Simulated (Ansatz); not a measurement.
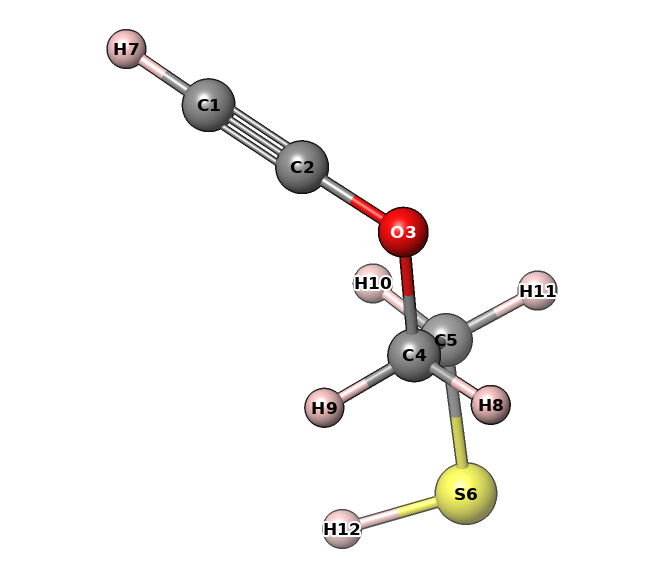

C5 lies behind C4. The molecule seen a little off the C4–C5 bond, C4 in front. Depth is shown by fading: the farther an atom, the more it takes the colour of the background. The computed structure is the end point of a PBE0-D4/def2-TZVP optimisation. No frequency run is at hand to confirm it as a minimum.

### What is the torsion angle O3–C4–C5–S6? The sign is positive where the front bond must turn clockwise to cover the back bond.

178°, antiperiplanar (anti). The bonds about C4–C5 are staggered.
